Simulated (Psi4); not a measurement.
## Molecular dynamics of SnH3O

The run: molecular dynamics of SnH3O, multiplicity 2. Method and program: HF/def2-SVP, UHF, core potentials def2 (Psi4 1.11).

The geometry comes from this level: PBE0-D4/def2-TZVP (4 decimals).

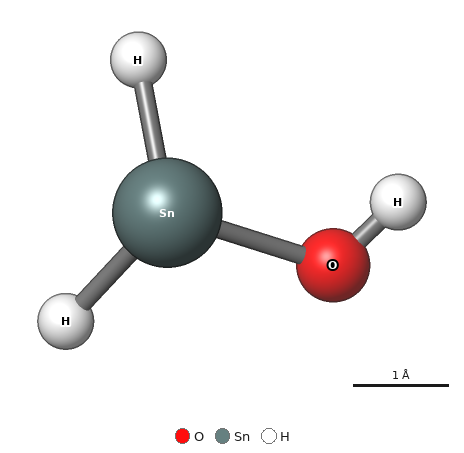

The starting structure (ball-and-stick view, seen on its broad side). Sticks mark near contacts. Bond lengths as drawn: H–O 0.96 Å, H–Sn 1.72 to 1.73 Å and O–Sn 1.98 Å.

### The input (run_ase.py)
```python
import numpy as np
from ase.calculators.psi4 import Psi4
from ase.io import read
from ase import units
from ase.md.velocitydistribution import MaxwellBoltzmannDistribution, Stationary
from ase.md.verlet import VelocityVerlet

mol = read('h3osn.sdf')
calc = Psi4(atoms=mol, method='scf', basis='def2-SVP', memory='1600MB', num_threads=1, charge=0, multiplicity=2, label='psi4-calc', reference='uhf')
mol.calc = calc

MaxwellBoltzmannDistribution(mol, temperature_K=600.0, rng=np.random.default_rng(666))
Stationary(mol)
dyn = VelocityVerlet(mol, 1.0 * units.fs)
def show():
    ep, ek = mol.get_potential_energy(), mol.get_kinetic_energy()
    print(f'step {dyn.nsteps:3d}  Epot {ep:14.6f}  Ekin {ek:9.6f}  Etot {ep + ek:14.6f} eV  T {mol.get_temperature():7.1f} K')
dyn.attach(show)
dyn.run(15)
```

### File h3osn.sdf
```

     RDKit          3D

  5  4  0  0  0  0  0  0  0  0999 V2000
    0.7074   -0.7329    0.8619 O   0  0  0  0  0  0  0  0  0  0  0  0
    0.1045    0.3088   -0.7055 Sn  0  0  0  0  0  3  0  0  0  0  0  0
    0.3686   -1.6313    0.8732 H   0  0  0  0  0  0  0  0  0  0  0  0
   -1.6068    0.0613   -0.8459 H   0  0  0  0  0  0  0  0  0  0  0  0
    0.4763    1.9204   -0.2249 H   0  0  0  0  0  0  0  0  0  0  0  0
  2  1  1  0
  3  1  1  0
  4  2  1  0
  5  2  1  0
M  RAD  1   2   2
M  END
$$$$
```

Run as:
```bash
python run_ase.py
```

### The program's output
```
gradient() will perform analytic gradient computation.

   => Loading Basis Set <=

    Name: DEF2-SVP
    Role: ORBITAL
    Keyword: BASIS

    !!!  WARNING: ECP capability is in beta. Please check occupations closely.  !!!

         ---------------------------------------------------------
                                   SCF
                              UHF Reference
                        1 Threads,   1525 MiB Core
         ---------------------------------------------------------

  ==> Geometry <==

    Molecular point group: c1
    Full point group: C1

    Geometry (in Angstrom), charge = 0, multiplicity = 2:

       Center              X                  Y                   Z               Mass
    ------------   -----------------  -----------------  -----------------  -----------------
         O            0.629797970110    -0.924606515018     1.335188054268    15.994914619570
         SN          -0.079086594911     0.128562418047    -0.186152130808   119.902201630000
         H            0.775451057482    -1.898539677390     1.179495172981     1.007825032230
         H           -1.810713805151    -0.413297635421    -0.183658764891     1.007825032230
         H            0.448942809860     1.690782381318    -0.039488468673     1.007825032230

  Running in c1 symmetry.

  Rotational constants: A =      2.65607  B =      0.26941  C =      0.25391 [cm^-1]
  Rotational constants: A =  79626.91739  B =   8076.56902  C =   7611.93963 [MHz]
  Nuclear repulsion =   72.545905624366128

  Charge       = 0
  Multiplicity = 2
  Electrons    = 33
  Nalpha       = 17
  Nbeta        = 16

  ==> Algorithm <==

  SCF Algorithm Type is DF.
  DIIS enabled.
  MOM disabled.
  Fractional occupation disabled.
  Guess Type is SAD.
  Energy threshold   = 1.00e-08
  Density threshold  = 1.00e-08
  Integral threshold = 1.00e-12

  ==> Primary Basis <==

  Basis Set: DEF2-SVP
    Blend: DEF2-SVP
    Number of shells: 25
    Number of basis functions: 55
    Number of Cartesian functions: 58
    Spherical Harmonics?: true
    Max angular momentum: 2

  Core potential: DEF2-SVP
    Number of shells: 4
    Number of ECP primitives: 18
    Number of ECP core electrons: 28
    Max angular momentum: 3

   => Loading Basis Set <=

    Name: (DEF2-SVP AUX)
    Role: JKFIT
    Keyword: DF_BASIS_SCF

  ==> Integral Setup <==

  DFHelper Memory: AOs need 0.010 GiB; user supplied 1.118 GiB.
  SCF_SUBTYPE=INCORE selected. In-core MEM_DF algorithm will be used.
  Using in-core AOs.

  ==> MemDFJK: Density-Fitted J/K Matrices <==

    J tasked:                   Yes
    K tasked:                   Yes
    wK tasked:                   No
    Memory [MiB]:              1144
    Algorithm:                 Core
    Schwarz Cutoff:           1E-12
    Mask sparsity (%):       0.0000
    Fitting Condition:        1E-10

   => Auxiliary Basis Set <=

  Basis Set: (DEF2-SVP AUX)
    Blend: DEF2-UNIVERSAL-JKFIT
    Number of shells: 89
    Number of basis functions: 349
    Number of Cartesian functions: 462
    Spherical Harmonics?: true
    Max angular momentum: 5

  Minimum eigenvalue in the overlap matrix is 3.5562766278E-02.
  Reciprocal condition number of the overlap matrix is 9.2280149884E-03.
    Using symmetric orthogonalization.

  ==> Pre-Iterations <==

  SCF Guess: Superposition of Atomic Densities via on-the-fly atomic UHF (no occupation information).

   -------------------------
    Irrep   Nso     Nmo
   -------------------------
     A         55      55
   -------------------------
    Total      55      55
   -------------------------

  ==> Iterations <==

                           Total Energy        Delta E     RMS |[F,P]|

   @DF-UHF iter SAD:  -287.65336349967242   -2.87653e+02   0.00000e+00
   @DF-UHF iter   1:  -289.72387596182159   -2.07051e+00   9.60924e-03 DIIS/ADIIS
   @DF-UHF iter   2:  -289.78724918848837   -6.33732e-02   7.15428e-03 DIIS/ADIIS
   @DF-UHF iter   3:  -289.84509643710368   -5.78472e-02   5.96269e-04 DIIS/ADIIS
   @DF-UHF iter   4:  -289.84613378108264   -1.03734e-03   1.99303e-04 DIIS/ADIIS
   @DF-UHF iter   5:  -289.84631671400439   -1.82933e-04   6.06218e-05 DIIS
   @DF-UHF iter   6:  -289.84634339117360   -2.66772e-05   2.39034e-05 DIIS
   @DF-UHF iter   7:  -289.84634829231072   -4.90114e-06   1.15890e-05 DIIS
   @DF-UHF iter   8:  -289.84634957261704   -1.28031e-06   4.94907e-06 DIIS
   @DF-UHF iter   9:  -289.84634981386529   -2.41248e-07   1.93532e-06 DIIS
   @DF-UHF iter  10:  -289.84634985108192   -3.72166e-08   6.75592e-07 DIIS
   @DF-UHF iter  11:  -289.84634985565390   -4.57197e-09   2.48367e-07 DIIS
   @DF-UHF iter  12:  -289.84634985627275   -6.18854e-10   7.48215e-08 DIIS
   @DF-UHF iter  13:  -289.84634985632300   -5.02496e-11   3.00546e-08 DIIS
   @DF-UHF iter  14:  -289.84634985633170   -8.69704e-12   1.31802e-08 DIIS
   @DF-UHF iter  15:  -289.84634985633346   -1.76215e-12   5.85825e-09 DIIS
  Energy and wave function converged.

  ==> Post-Iterations <==

   @Spin Contamination Metric:   4.627270630E-03
   @S^2 Expected:                7.500000000E-01
   @S^2 Observed:                7.546272706E-01
   @S   Expected:                5.000000000E-01
   @S   Observed:                5.000000000E-01

    Orbital Energies [Eh]
    ---------------------

    Alpha Occupied:

       1A    -20.523718     2A     -5.880643     3A     -4.073199
       4A     -4.067985     5A     -4.065565     6A     -1.355592
       7A     -1.337524     8A     -1.335662     9A     -1.333160
      10A     -1.330949    11A     -1.231742    12A     -0.685504
      13A     -0.585350    14A     -0.503942    15A     -0.492570
      16A     -0.441922    17A     -0.306270

    Alpha Virtual:

      18A      0.090273    19A      0.126472    20A      0.168632
      21A      0.228498    22A      0.283092    23A      0.339294
      24A      0.347568    25A      0.432117    26A      0.491390
      27A      0.517168    28A      0.551113    29A      0.600139
      30A      0.647695    31A      0.879416    32A      0.884927
      33A      0.936348    34A      1.304183    35A      1.317490
      36A      1.383321    37A      1.538813    38A      1.702941
      39A      1.715209    40A      1.742874    41A      1.805781
      42A      1.869191    43A      1.955138    44A      2.060198
      45A      2.195421    46A      2.504865    47A      3.055305
      48A      3.135142    49A      3.334880    50A      3.348392
      51A      4.091669    52A     14.997799    53A     15.394668
      54A     15.709479    55A     52.359401

    Beta Occupied:

       1A    -20.520021     2A     -5.875861     3A     -4.067516
       4A     -4.065431     5A     -4.063160     6A     -1.351854
       7A     -1.333254     8A     -1.330586     9A     -1.329141
      10A     -1.327255    11A     -1.221948    12A     -0.660896
      13A     -0.562130    14A     -0.492215    15A     -0.460108
      16A     -0.422496

    Beta Virtual:

      17A      0.027898    18A      0.110015    19A      0.140954
      20A      0.197495    21A      0.236316    22A      0.297985
      23A      0.350172    24A      0.391945    25A      0.447240
      26A      0.517135    27A      0.545925    28A      0.587977
      29A      0.617678    30A      0.672435    31A      0.884512
      32A      0.901173    33A      0.952445    34A      1.315753
      35A      1.321743    36A      1.387362    37A      1.544641
      38A      1.707388    39A      1.727696    40A      1.751488
      41A      1.816416    42A      1.880240    43A      1.958829
      44A      2.071079    45A      2.204236    46A      2.506760
      47A      3.063499    48A      3.143693    49A      3.338797
      50A      3.353312    51A      4.094465    52A     15.011508
      53A     15.397010    54A     15.712610    55A     52.361303

    Final Occupation by Irrep:
              A
    DOCC [    16 ]
    SOCC [     1 ]
    NA   [    17 ]
    NB   [    16 ]

  @DF-UHF Final Energy:  -289.84634985633346

   => Energetics <=

    Nuclear Repulsion Energy =             72.5459056243661280
    One-Electron Energy =                -626.1493429574127276
    Two-Electron Energy =                 263.7570874767131386
    Total Energy =                       -289.8463498563334610

  UHF NO Occupations:
  HONO-2 :   15  A 1.9995208
  HONO-1 :   16  A 1.9986271
  HONO-0 :   17  A 1.0000000
  LUNO+0 :   18  A 0.0013729
  LUNO+1 :   19  A 0.0004792
  LUNO+2 :   20  A 0.0003136
  LUNO+3 :   21  A 0.0000579

Computation Completed

Properties will be evaluated at   0.000000,   0.000000,   0.000000 [a0]

Properties computed using the SCF density matrix

 Multipole Moments:

 ------------------------------------------------------------------------------------
     Multipole            Electronic (a.u.)      Nuclear  (a.u.)        Total (a.u.)
 ------------------------------------------------------------------------------------

 L = 1.  Multiply by 2.5417464519 to convert [e a0] to [Debye]
 Dipole X            :         -5.2028531            5.1252372           -0.0776158
 Dipole Y            :          9.8225635           -9.8067977            0.0157658
 Dipole Z            :        -15.0091284           14.2532697           -0.7558587
 Magnitude           :                                                    0.7599969

 ------------------------------------------------------------------------------------

	total time  =          2 seconds =       0.03 minutes

         ------------------------------------------------------------
                                   SCF GRAD
         ------------------------------------------------------------

  ==> Geometry <==

    Molecular point group: c1
    Full point group: C1

    Geometry (in Angstrom), charge = 0, multiplicity = 2:

       Center              X                  Y                   Z               Mass
    ------------   -----------------  -----------------  -----------------  -----------------
         O            0.629797970110    -0.924606515018     1.335188054268    15.994914619570
         SN          -0.079086594911     0.128562418047    -0.186152130808   119.902201630000
         H            0.775451057482    -1.898539677390     1.179495172981     1.007825032230
         H           -1.810713805151    -0.413297635421    -0.183658764891     1.007825032230
         H            0.448942809860     1.690782381318    -0.039488468673     1.007825032230

  Nuclear repulsion =   72.545905624366128

  ==> Basis Set <==

  Basis Set: DEF2-SVP
    Blend: DEF2-SVP
    Number of shells: 25
    Number of basis functions: 55
    Number of Cartesian functions: 58
    Spherical Harmonics?: true
    Max angular momentum: 2

  Core potential: DEF2-SVP
    Number of shells: 4
    Number of ECP primitives: 18
    Number of ECP core electrons: 28
    Max angular momentum: 3

  ==> DFJKGrad: Density-Fitted SCF Gradients <==

    Gradient:                    1
    J tasked:                  Yes
    K tasked:                  Yes
    wK tasked:                  No
    Integrals threads:           1
    Memory [MiB]:             1144
    Schwarz Cutoff:          1E-12
    Fitting Condition:       1E-10

   => Auxiliary Basis Set <=

  Basis Set: (DEF2-SVP AUX)
    Blend: DEF2-UNIVERSAL-JKFIT
    Number of shells: 89
    Number of basis functions: 349
    Number of Cartesian functions: 462
    Spherical Harmonics?: true
    Max angular momentum: 5

  -Total Gradient:
     Atom            X                  Y                   Z
    ------   -----------------  -----------------  -----------------
       1       -0.011647631560     0.045805618603     0.006379383265
       2        0.020149719008     0.039225140138     0.008926645168
       3        0.008513546166    -0.051642227549    -0.007559378221
       4       -0.018137840487    -0.015878453458    -0.000023816072
       5        0.001122206873    -0.017510077735    -0.007722834139

	total time  =          2 seconds =       0.03 minutes
```

### Standard output
```
step   0  Epot   -7887.403879  Ekin  0.604519  Etot   -7886.799360 eV  T   935.4 K
step   1  Epot   -7887.331391  Ekin  0.536780  Etot   -7886.794611 eV  T   830.5 K
step   2  Epot   -7887.167752  Ekin  0.397508  Etot   -7886.770244 eV  T   615.1 K
step   3  Epot   -7887.200566  Ekin  0.409030  Etot   -7886.791535 eV  T   632.9 K
step   4  Epot   -7887.192908  Ekin  0.400734  Etot   -7886.792174 eV  T   620.0 K
step   5  Epot   -7887.094125  Ekin  0.314637  Etot   -7886.779488 eV  T   486.8 K
step   6  Epot   -7887.077599  Ekin  0.300743  Etot   -7886.776856 eV  T   465.3 K
step   7  Epot   -7887.186702  Ekin  0.401195  Etot   -7886.785506 eV  T   620.8 K
step   8  Epot   -7887.284254  Ekin  0.484555  Etot   -7886.799699 eV  T   749.7 K
step   9  Epot   -7887.183614  Ekin  0.393389  Etot   -7886.790225 eV  T   608.7 K
step  10  Epot   -7887.048651  Ekin  0.278072  Etot   -7886.770579 eV  T   430.3 K
step  11  Epot   -7887.105306  Ekin  0.310672  Etot   -7886.794634 eV  T   480.7 K
step  12  Epot   -7887.073829  Ekin  0.282859  Etot   -7886.790971 eV  T   437.7 K
step  13  Epot   -7886.961134  Ekin  0.184063  Etot   -7886.777071 eV  T   284.8 K
step  14  Epot   -7886.964321  Ekin  0.189561  Etot   -7886.774760 eV  T   293.3 K
step  15  Epot   -7887.120914  Ekin  0.335455  Etot   -7886.785459 eV  T   519.0 K
```

### Trajectory as extended XYZ (Å, eV, eV/Å), 16 frames, from step=0 to step=15
```
5
Properties=species:S:1:pos:R:3:forces:R:3 step=0 energy=-7887.40394
O     0.7074   -0.7329    0.8619   -0.3991  -0.9802  -0.1016
Sn    0.1045    0.3088   -0.7055   -0.0876   0.2551   0.1003
H     0.3686   -1.6313    0.8732    0.4087   0.7592   0.1510
H    -1.6068    0.0613   -0.8459    0.1073   0.0229  -0.0324
H     0.4763    1.9204   -0.2249   -0.0293  -0.0570  -0.1174
5
Properties=species:S:1:pos:R:3:forces:R:3 step=1 energy=-7887.33145
O     0.7120   -0.7360    0.8597    0.8315   2.5889  -0.1412
Sn    0.1027    0.3089   -0.7050    0.7538   0.6730   0.2386
H     0.4189   -1.5915    0.8488   -0.8130  -2.7845   0.1780
H    -1.5556    0.0293   -0.8302   -0.5859  -0.0158  -0.0810
H     0.5120    1.9500   -0.2431   -0.1864  -0.4617  -0.1944
5
Properties=species:S:1:pos:R:3:forces:R:3 step=2 energy=-7887.16782
O     0.7171   -0.7375    0.8573    1.3961   4.7398  -0.0146
Sn    0.1010    0.3090   -0.7044    1.5854   1.0294   0.3173
H     0.4614   -1.5783    0.8261   -1.3513  -4.9116   0.0580
H    -1.5100   -0.0029   -0.8153   -1.2998  -0.0858  -0.1260
H     0.5458    1.9753   -0.2632   -0.3303  -0.7718  -0.2347
5
Properties=species:S:1:pos:R:3:forces:R:3 step=3 energy=-7887.20063
O     0.7230   -0.7362    0.8550    0.6579   2.4295   0.0122
Sn    0.0995    0.3093   -0.7039    2.2121   1.2748   0.3123
H     0.4910   -1.6122    0.8039   -0.5664  -2.5828   0.0699
H    -1.4769   -0.0360   -0.8016   -1.8528  -0.1523  -0.1545
H     0.5765    1.9931   -0.2855   -0.4508  -0.9691  -0.2399
5
Properties=species:S:1:pos:R:3:forces:R:3 step=4 energy=-7887.19297
O     0.7293   -0.7334    0.8527   -0.1674  -1.1362  -0.1132
Sn    0.0981    0.3096   -0.7033    2.4496   1.3486   0.2345
H     0.5152   -1.6708    0.7824    0.3118   1.0049   0.2481
H    -1.4614   -0.0704   -0.7893   -2.0530  -0.1621  -0.1557
H     0.6029    2.0016   -0.3101   -0.5410  -1.0552  -0.2137
5
Properties=species:S:1:pos:R:3:forces:R:3 step=5 energy=-7887.09419
O     0.7355   -0.7313    0.8502   -0.4753  -3.2139  -0.2289
Sn    0.0969    0.3101   -0.7026    2.2372   1.2111   0.1167
H     0.5424   -1.7197    0.7633    0.6615   3.1143   0.4036
H    -1.4657   -0.1065   -0.7786   -1.8270  -0.0751  -0.1302
H     0.6241    2.0001   -0.3367   -0.5963  -1.0364  -0.1611
5
Properties=species:S:1:pos:R:3:forces:R:3 step=6 energy=-7887.07766
O     0.7415   -0.7311    0.8477   -0.4334  -3.7418  -0.2882
Sn    0.0958    0.3106   -0.7020    1.6825   0.8707  -0.0062
H     0.5759   -1.7389    0.7481    0.6408   3.6836   0.4723
H    -1.4874   -0.1432   -0.7691   -1.2776   0.1033  -0.0907
H     0.6397    1.9886   -0.3649   -0.6122  -0.9159  -0.0872
5
Properties=species:S:1:pos:R:3:forces:R:3 step=7 energy=-7887.18677
O     0.7471   -0.7332    0.8450   -0.2066  -2.9001  -0.2667
Sn    0.0950    0.3112   -0.7014    0.9768   0.3727  -0.1113
H     0.6155   -1.7228    0.7373    0.4140   2.8918   0.4256
H    -1.5214   -0.1790   -0.7605   -0.6001   0.3281  -0.0511
H     0.6493    1.9684   -0.3940   -0.5842  -0.6925   0.0034
5
Properties=species:S:1:pos:R:3:forces:R:3 step=8 energy=-7887.28432
O     0.7527   -0.7371    0.8421    0.1177  -0.4033  -0.0769
Sn    0.0941    0.3119   -0.7008    0.2764  -0.2316  -0.1946
H     0.6591   -1.6790    0.7307    0.0747   0.4525   0.1848
H    -1.5611   -0.2116   -0.7523    0.0397   0.5480  -0.0194
H     0.6533    1.9415   -0.4230   -0.5085  -0.3657   0.1060
5
Properties=species:S:1:pos:R:3:forces:R:3 step=9 energy=-7887.18368
O     0.7583   -0.7411    0.8392    0.3509   3.4349   0.3267
Sn    0.0934    0.3125   -0.7002   -0.3423  -0.8969  -0.2680
H     0.7034   -1.6308    0.7258   -0.1774  -3.3241  -0.2742
H    -1.6004   -0.2390   -0.7444    0.5554   0.7302   0.0018
H     0.6525    1.9112   -0.4510   -0.3866   0.0558   0.2137
5
Properties=species:S:1:pos:R:3:forces:R:3 step=10 energy=-7887.04872
O     0.7641   -0.7432    0.8365    0.2543   5.1664   0.5624
Sn    0.0926    0.3131   -0.6996   -0.8559  -1.5662  -0.3500
H     0.7460   -1.6145    0.7183   -0.0897  -5.0010  -0.5399
H    -1.6344   -0.2594   -0.7364    0.9231   0.8620   0.0127
H     0.6480    1.8813   -0.4769   -0.2318   0.5388   0.3149
5
Properties=species:S:1:pos:R:3:forces:R:3 step=11 energy=-7887.10537
O     0.7701   -0.7421    0.8341    0.1381   2.3388   0.2448
Sn    0.0917    0.3135   -0.6991   -1.2491  -2.1538  -0.4437
H     0.7877   -1.6461    0.7056    0.0327  -2.1357  -0.2121
H    -1.6596   -0.2715   -0.7283    1.1519   0.9429   0.0152
H     0.6413    1.8567   -0.4998   -0.0736   1.0078   0.3957
5
Properties=species:S:1:pos:R:3:forces:R:3 step=12 energy=-7887.07389
O     0.7761   -0.7395    0.8319    0.2935  -1.2011  -0.1789
Sn    0.0907    0.3137   -0.6985   -1.4908  -2.5547  -0.5231
H     0.8297   -1.6981    0.6909   -0.1111   1.4307   0.2437
H    -1.6737   -0.2746   -0.7201    1.2619   0.9768   0.0132
H     0.6338    1.8416   -0.5190    0.0464   1.3482   0.4452
5
Properties=species:S:1:pos:R:3:forces:R:3 step=13 energy=-7886.96120
O     0.7824   -0.7377    0.8295    0.5277  -3.0824  -0.4019
Sn    0.0896    0.3138   -0.6981   -1.5443  -2.6740  -0.5580
H     0.8707   -1.7364    0.6785   -0.3396   3.3349   0.4922
H    -1.6758   -0.2684   -0.7117    1.2655   0.9674   0.0091
H     0.6268    1.8395   -0.5338    0.0907   1.4541   0.4586
5
Properties=species:S:1:pos:R:3:forces:R:3 step=14 energy=-7886.96439
O     0.7889   -0.7378    0.8269    0.6682  -3.4169  -0.4477
Sn    0.0884    0.3136   -0.6976   -1.3903  -2.4777  -0.5345
H     0.9085   -1.7428    0.6709   -0.4867   3.6924   0.5384
H    -1.6658   -0.2529   -0.7033    1.1606   0.9148   0.0046
H     0.6207    1.8513   -0.5443    0.0482   1.2873   0.4392
5
Properties=species:S:1:pos:R:3:forces:R:3 step=15 energy=-7887.12098
O     0.7959   -0.7399    0.8241    0.5989  -2.3554  -0.3280
Sn    0.0870    0.3132   -0.6973   -1.0361  -2.0170  -0.4590
H     0.9416   -1.7139    0.6684   -0.4378   2.6555   0.3887
H    -1.6446   -0.2286   -0.6948    0.9327   0.8165   0.0012
H     0.6151    1.8755   -0.5506   -0.0577   0.9004   0.3971
```

### Key numbers

- outcome: finished
- trajectory: 16 frames kept
- potential energy (last step): −289.846350 hartree
- basis functions (last step): 55
- ⟨S²⟩ (last step): 0.755
- dipole moment (last step): 1.93 D
- hardware: 1 thread of Intel Xeon @ 2.50GHz (Skylake/Cascade Lake), 64 GiB of memory available, shared host
- wall time: 65 s
- peak memory: 0.23 GiB
